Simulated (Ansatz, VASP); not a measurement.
# AlGaAsN in two plane-wave programs

Wanted: the spread between two codes on one cell, functional and k mesh. The cell is invented: As first built, before any earlier steps moved the atoms: it takes the AlGaN2 structure with some of its atoms replaced by other elements, volume scaled by an estimate. It may not be a known or stable phase. The cell comes out of the VASP series on this material, whose earlier steps may have relaxed, scaled or displaced it; both programs get it as it stands.

Calculated with Ansatz 0.2.0; plane waves, with VASP 6.6.1 beside it; band structure at HSE06.

## Step 1: Set-up

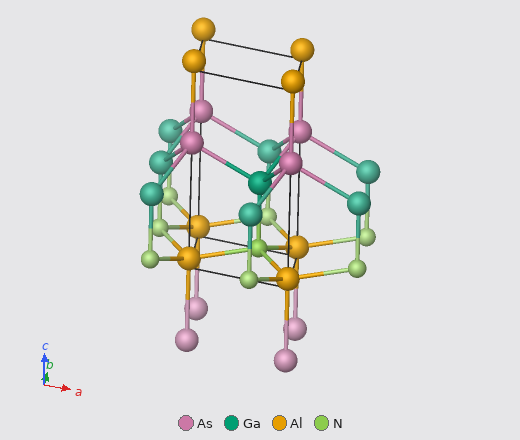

The cell as given, slightly off an axis (arsenic pink, gallium teal, aluminium orange, nitrogen green). Some periodic images of atoms are drawn too.

## Step 2: Ansatz: band structure, HSE06

Ansatz runs on its default PAW (the set named soft_2) files.

The same path points are solved in both programs, so levels can be compared one by one.

File input.yaml:

```yaml
crystal:
  lattice:
    - [3.5327190379, 0.0, 0.0]
    - [-1.766359519, 3.0594241788, 0.0]
    - [0.0, 0.0, 6.0245879883]
  atoms:
    - { symbol: As, position: [0.0, 0.0, 0.6321345327] }
    - { symbol: Ga, position: [0.66666667, 0.33333333, 0.4440523102] }
    - { symbol: Al, position: [0.0, 0.0, 0.0462720779] }
    - { symbol: "N", position: [0.66666667, 0.33333333, 0.1139410893] }
hamiltonian:
  xc: { exchange: pbe, correlation: pbe, exx: { coeff: 0.25, omega: 0.2 } }
  pseudopotentials: { kind: paw }
kpoints:
  mp_grid: { grid: [5, 5, 3] }
  band_path:
    path:
      - [0.0, 0.0, 0.0]
      - [0.4, 0.0, 0.0]
      - [0.4, 0.2, 0.0]
      - [0.2, 0.2, 0.0]
      - [0.0, 0.0, 0.1]
      - [0.0, 0.0, 0.5]
      - [0.4, 0.0, 0.5]
      - [0.4, 0.2, 0.5]
      - [0.2, 0.2, 0.5]
      - [0.5, 0.0, 0.4]
      - [0.33333, 0.33333, 0.0]
      - [0.33333, 0.33333, 0.5]
    npoints: 1
scf:
  occupations: { method: fermi_dirac, width: 0.05 }
  n_extra_bands: 8
output:
  forces: true
  stress: true
  eigenvalues: true
```

Started as:

```console
> ansatz run input.yaml --threads 4 --pin off --max-ram 9216MiB --backend cpu --events-out ev --progress --plain --runs-dir out
```

Numbers of over 12 decimals in the logs are rounded to 6 here.

The program printed:

```text
Warning: output.stress: scf.convergence.dr2_threshold = 1e-7 eV (the SCF's general default) is looser than the 4e-10 eV advised for a printed stress (1e-10 eV for each atom of the cell: 4). What an SCF threshold leaves in a stress goes as its square root, and in the free energy as the threshold itself, and one threshold admits the most on a small cell: [figures from the program's tests cut] Set scf.convergence.dr2_threshold to 4e-10 eV or tighter. The threshold is an SCF's pass mark: one that does not reach it within its budget of iterations ends unconverged, or closes short of it on a stop that the run arms, and scf.convergence.dr2_threshold's page says what that costs each kind of run
Warning: output.stress: scf.exx.energy_threshold = 1e-6 eV is looser than the 4e-8 eV advised for a stress under a hybrid functional (1e-8 eV for each atom of the cell: 4). Every SCF of the exchange loop can meet its threshold on dr2 while the loop round them stops early: no threshold on dr2 bounds what that leaves in the stress. Set scf.exx.energy_threshold to 4e-8 eV or tighter. The threshold is the loop's pass mark: a loop that does not reach it within its budget of cycles ends unconverged, and scf.exx.energy_threshold's page has the law
scf.n_extra_bands = 8 over 18 filled bands (N_el = 36.0): the run solves 26 bands
Engine: ansatz 0.2.0, x86_64-unknown-linux-gnu
Pseudopotentials: kind: paw
Pseudopotential: As, paw, valence charge 15, recommended cutoff 420 eV (normal), As.paw.azcp
Pseudopotential: Ga, paw, valence charge 13, recommended cutoff 420 eV (normal), Ga.paw.azcp
Pseudopotential: Al, paw, valence charge 3, recommended cutoff 420 eV (normal), Al.paw.azcp
Pseudopotential: N, paw, valence charge 5, recommended cutoff 420 eV (normal), N.paw.azcp
Functional definition: unnamed
  parameter a_1 = 0.25
  parameter omega_1 = 0.2/angstrom
  exchange = pbe_x + (-a_1)*pbe_x_sr(omega_1) + a_1*exact_x_sr(omega_1)
  correlation = pbe_c
Crystal: 4 atoms, lattice volume = 65.114 Å³
Basis set: ecut = 420 eV, 1287 PW (Γ), exchange–correlation on 48×48×90 points (8 copies of the dense FFT grid, shifted against one another)
Bands: 26, of which v1, the nominal top of the filled ones, is band 18 counted from 1 (17 counted from 0)
Symmetry: 6 space group operations
Space group: P3m1 (ITA 156), of the structure as read, at distance tolerance 4.0e-5 Å
k-points: 12 of 75 (time reversal used)
Non-local potential: As, projectors of the file, l = 0: 2, l = 1: 2, l = 2: 3, l = 3: 1
Non-local potential: Ga, projectors of the file, l = 0: 2, l = 1: 2, l = 2: 3, l = 3: 1
Non-local potential: Al, projectors of the file, l = 0: 2, l = 1: 2, l = 2: 1
Non-local potential: N, projectors of the file, l = 0: 2, l = 1: 2, l = 2: 1
PAW form: soft (Blöchl's): semilocal exchange-correlation on the pseudo side does not see the compensation charge
PAW frozen core: As, regenerated for the run's functional, and the local potential with it (the file was generated under x = pbe(κ = 0.804, μ = 0.219515), c = pbe(β = 0.066725))
PAW frozen core: Ga, regenerated for the run's functional, and the local potential with it (the file was generated under x = pbe(κ = 0.804, μ = 0.219515), c = pbe(β = 0.066725))
PAW frozen core: Al, regenerated for the run's functional, and the local potential with it (the file was generated under x = pbe(κ = 0.804, μ = 0.219515), c = pbe(β = 0.066725))
PAW frozen core: N, regenerated for the run's functional, and the local potential with it (the file was generated under x = pbe(κ = 0.804, μ = 0.219515), c = pbe(β = 0.066725))
PAW one-centre angular grid: As, 590 points (default); XC on 64 Gauss nodes
PAW one-centre angular grid: Ga, 590 points (default); XC on 64 Gauss nodes
PAW one-centre angular grid: Al, 110 points (default); XC on 64 Gauss nodes
PAW one-centre angular grid: N, 110 points (default); XC on 64 Gauss nodes
Initial density: superposition of atomic densities (neutral atoms: chi_scale 0, normalization atom), corrected by the library's trained network
Initial wavefunctions: pseudopotential atomic-orbital guess
Functional: x = pbe(κ = 0.804, μ = 0.219515), c = pbe(β = 0.066725), warm-up for x = pbe(κ = 0.804, μ = 0.219515) + 0.25 (exact − pbe) at short range (hse, ω = 0.2 Å⁻¹), c = pbe(β = 0.066725)
SCF iter   1: F=—  HF=-9561.840546 eV  |F-HF|=—  |Δ(HF+E_count)|=         —  Δρ=3.61e-3  dr2=2.03e-2  ethr=1.77e-3  ⟨swp⟩=7.8  Hψ=1408  notcnv=0
preconditioner: auto → Kerker (q_TF=auto, 2.472 Å⁻¹)  [metal: Δε(μ)=0.070 eV  Ē_g=15.112 eV  σ=0.050 eV  W_gap=0.33  n_scr=22 (ndim 8)  ℏωp=23.5 eV  f_vac=0.001  D(μ)=1.44/eV (n_scr^D=2)]
SCF iter   2: F=—  HF=-9561.839322 eV  |F-HF|=—  |Δ(HF+E_count)|=   1.22e-3  Δρ=1.96e-3  dr2=8.16e-3  ethr=5.64e-5  ⟨swp⟩=4.3  Hψ=693  notcnv=0  defer=19
SCF iter   3: F=—  HF=-9561.838850 eV  |F-HF|=—  |Δ(HF+E_count)|=   4.72e-4  Δρ=6.28e-4  dr2=9.11e-4  ethr=2.27e-5  ⟨swp⟩=3.2  Hψ=588  notcnv=0  defer=6
SCF iter   4: F=—  HF=-9561.838660 eV  |F-HF|=—  |Δ(HF+E_count)|=   1.90e-4  Δρ=4.26e-4  dr2=2.52e-4  ethr=2.53e-6  ⟨swp⟩=3.2  Hψ=637  notcnv=0  defer=1
iter 5 solved again at ethr=5.71e-8 eV; its pass at ethr=7.00e-7 eV (dr2=2.05e-5 eV) is discarded
[...]
SCF 2 stopped early in 8 iterations: F = -9563.858132 eV  dr2 = 4.12e-6
  Residual-converged pass: ⟨swp⟩=4.0  Hψ=863  notcnv=0  max |occ|·‖R‖ = 5.9e-6 eV (tolerance 6.7e-6 eV)  dr2=4.12e-6  dr2_onsite=3.47e-6  max |Δocc| = 2.0e-9
hybrid outer 1: dexx = +2.268e-2 eV, tail = 1.07e-4 eV
Exchange kernel: α = 0.2500, screened, ω = 0.2000 Å⁻¹, Wigner–Seitz truncation, v(0) = 1121.2506 eV·Å³, q-mesh 5×5×3, nearest image of the exchange supercell L = 17.66 Å, pair-density grid 18×18×30, without the augmentation charges, whose exchange is taken in its separable form by FFT convolution over the k-point mesh (sized by the pseudopotential files, 24×24×45 at the most), smooth part of the exact exchange by density-matrix convolution
Frozen-core exchange: fock
SCF iter   1: F=—  HF=-9563.858335 eV  |F-HF|=—  |Δ(HF+E_count)|=         —  Δρ=1.06e-4  dr2=8.59e-6  ethr=1.48e-6  ⟨swp⟩=5.4  Hψ=744  notcnv=0
preconditioner: auto → none  [insulator: Δε(μ)=0.316 eV  Ē_g=17.455 eV  σ=0.050 eV  W_gap=0.67  n_scr=22 (ndim 8)  ℏωp=23.5 eV  f_vac=0.008  D(μ)=0.42/eV (n_scr^D=2)]
SCF iter   2: F=—  HF=-9563.858335 eV  |F-HF|=—  |Δ(HF+E_count)|=   8.61e-8  Δρ=4.01e-5  dr2=1.00e-6  ethr=1.99e-8  ⟨swp⟩=4.0  Hψ=839  notcnv=0
SCF iter   3: F=—  HF=-9563.858336 eV  |F-HF|=—  |Δ(HF+E_count)|=   1.38e-6  Δρ=2.71e-5  dr2=5.26e-7  ethr=2.20e-9  ⟨swp⟩=3.8  Hψ=724  notcnv=0  defer=1
SCF iter   4: F=—  HF=-9563.858336 eV  |F-HF|=—  |Δ(HF+E_count)|=   1.22e-7  Δρ=8.62e-6  dr2=4.27e-8  ethr=1.38e-9  ⟨swp⟩=3.0  Hψ=576  notcnv=0
SCF iter   5: F=—  HF=-9563.858336 eV  |F-HF|=—  |Δ(HF+E_count)|=   4.96e-8  Δρ=5.85e-6  dr2=3.62e-8  ethr=9.12e-11  ⟨swp⟩=4.6  Hψ=848  notcnv=0  defer=7
SCF iter   6: F=—  HF=-9563.858336 eV  |F-HF|=—  |Δ(HF+E_count)|=   9.71e-9  Δρ=9.06e-7  dr2=8.91e-10  ethr=9.12e-11  ⟨swp⟩=3.0  Hψ=594  notcnv=0
SCF iter   7: F=-9563.858336 eV  HF=-9563.858336 eV  |F-HF|=8.00e-10  |Δ(HF+E_count)|=   1.14e-9  Δρ=8.62e-7  dr2=7.84e-10  ethr=1.97e-12  ⟨swp⟩=4.5  Hψ=921  notcnv=0  defer=1
SCF 3 converged in 7 iterations: F = -9563.858336 eV  dr2 = 7.84e-10
  Residual-converged pass: ⟨swp⟩=3.0  Hψ=590  notcnv=0  max |occ|·‖R‖ = 2.6e-7 eV (tolerance 2.7e-7 eV)  dr2=7.85e-10  dr2_onsite=1.66e-10  max |Δocc| = 1.6e-13
hybrid outer 2: dexx = +1.631e-6 eV, tail = 3.56e-8 eV, Δε = 4.91e-3 eV (about 1.34e-4 eV left of the loop's levels), ΔF = 1.82e-2 eV/Å (tail 2.28e-3)
Exchange kernel: α = 0.2500, screened, ω = 0.2000 Å⁻¹, Wigner–Seitz truncation, v(0) = 1121.2506 eV·Å³, q-mesh 5×5×3, nearest image of the exchange supercell L = 17.66 Å, pair-density grid 18×18×30, without the augmentation charges, whose exchange is taken in its separable form by FFT convolution over the k-point mesh (sized by the pseudopotential files, 24×24×45 at the most), smooth part of the exact exchange by density-matrix convolution
Frozen-core exchange: fock
SCF iter   1: F=—  HF=-9563.858336 eV  |F-HF|=—  |Δ(HF+E_count)|=         —  Δρ=2.58e-6  dr2=3.03e-9  ethr=4.94e-10  ⟨swp⟩=6.7  Hψ=784  notcnv=0
preconditioner: auto → none  [insulator: Δε(μ)=0.315 eV  Ē_g=17.455 eV  σ=0.050 eV  W_gap=0.67  n_scr=22 (ndim 8)  ℏωp=23.5 eV  f_vac=0.008  D(μ)=0.42/eV (n_scr^D=2)]
SCF iter   2: F=—  HF=-9563.858336 eV  |F-HF|=—  |Δ(HF+E_count)|=  8.64e-10  Δρ=4.49e-7  dr2=3.10e-10  ethr=6.22e-12  ⟨swp⟩=4.0  Hψ=845  notcnv=0
SCF iter   3: F=-9563.858336 eV  HF=-9563.858336 eV  |F-HF|=6.73e-11  |Δ(HF+E_count)|=  6.31e-10  Δρ=4.44e-7  dr2=1.08e-10  ethr=1.00e-12  ⟨swp⟩=4.0  Hψ=720  notcnv=0
SCF 4 converged in 3 iterations: F = -9563.858336 eV  dr2 = 1.08e-10
  Residual-converged pass: ⟨swp⟩=2.9  Hψ=601  notcnv=0  max |occ|·‖R‖ = 2.7e-7 eV (tolerance 2.7e-7 eV)  dr2=1.08e-10  dr2_onsite=1.89e-11  max |Δocc| = 2.2e-13
hybrid outer 3: dexx = +7.194e-10 eV, tail = 2.63e-10 eV, Δε = 1.29e-4 eV (about 1.78e-5 eV left of the loop's levels), ΔF = 4.74e-4 eV/Å (tail 9.27e-5)
NSCF: frozen V_eff on 12 k-points
hybrid SCF converged: 3 outer / 18 inner (+11 warm-up), last move |dexx| = 7.19e-10 eV, tail = 2.63e-10 eV
Stability not checked: this state was not tested for a lower state beside it, because the functional holds exact exchange (a hybrid, or Hartree-Fock), whose exchange loop this test does not read (fock_operator; see scf.lower_state_search)
Free energy (F): -9563.858336 eV
Frozen-core exchange: fock
Harris-Foulkes:  -9563.858336 eV  (|F-HF|=6.73e-11)
Internal energy: -9563.854827 eV  (E = F + TS)
E sigma→0 (E₀):  -9563.856581 eV
Entropy (-TS):   -0.003510 eV (-0.877 meV/atom)
Fermi energy:    9.831961 eV
--- Per-component energies (eV) ---
  E_band       = -354.758135
  E_kinetic    = 372.226306
  E_local      = -4771.065729  (includes V_loc(G=0)·N_el)
  E_nonlocal   = -191.447365
  E_hartree    = 2387.354494
  E_xc         = -201.005795
  E_vxc        = -195.913337  (∫ρ·V_xc dr)
  E_exx        = -127.143704  (= α·E_x^exact, valence–valence)
  E_paw        = -4341.285531  (= ΣΔE_a)
  E_vpaw       = -88.979426  (= ΣTr[D̂ρ^β])
  E_aug_tail   = -0.000013  (compensation charges beyond the density's cutoff)
  E_ewald      = -2690.773576
  E_core_change = -0.713915  (= ΣΔE_core)
  E_smearing   = -0.003510  (= −TS)
  E_closure    = -0.000000  (closes the sum)
  Σ components = -9563.858336   (vs F -9563.858336, Δ=0.00e0)
--- Forces (eV/Å), atoms counted from 1 ---
  atom   1  As     0.00000000    -0.00000000    -0.26473316
  atom   2  Ga     0.00000000    -0.00000000     0.27333871
  atom   3  Al     0.00000000     0.00000000    -0.27844939
  atom   4  N      0.00000000    -0.00000000     0.26983891
  max |Σ_I F_I| component: 4.93e-6 eV/Å
--- Stress (GPa, compression-positive) ---
       -0.585858       0.000000       0.000000
        0.000000      -0.585858      -0.000000
       -0.000000      -0.000000      -3.599253
  P = ⅓ Tr σ = -1.5903 GPa (-15.903 kbar)
--- Band table (eV; the first three rows and the last of 12) ---
  k-point 0: bands = [... 14 lower, 4.7820, 6.8137, 8.5899, 9.7968, 9.7968, 13.6962, 15.1247, 15.1247, ... 4 higher]
  k-point 1: bands = [... 14 lower, 4.8030, 4.8030, 9.7163, 9.7163, 10.2460, 13.6653, 14.4226, 15.3017, ... 4 higher]
  k-point 2: bands = [... 14 lower, 4.4697, 6.3155, 6.7608, 8.8763, 10.1117, 13.2493, 14.6545, 15.3035, ... 4 higher]
  k-point 11: bands = [... 14 lower, 2.9090, 4.4571, 5.3369, 6.1237, 11.2488, 12.6869, 13.3979, 14.2874, ... 4 higher]
```

Wall time 45 s (4 threads of Intel Xeon Platinum 8488C (Sapphire Rapids), shared host); peak memory 1.4 GiB; 2.6 min of CPU time.

Reading the cycles: dr2 is the Hartree energy of the density residual (eV), the measure of convergence; HF is the Harris–Foulkes estimate of the energy, which meets the free energy F at convergence.

[end of part 1 of 2]

[Lines on the potential files, build, host, timing and source positions are cut from VASP's logs without a mark.]

[Logs are printed without paths, hosts, clocks, repeated set-up lines and the standing remarks that a program may print on its own settings, such as how far it seeks lower states.]

[Hosts, paths, dates, database ids (printed as entryN), source tags and the programs' standing remarks are cut or masked in the printed files.]
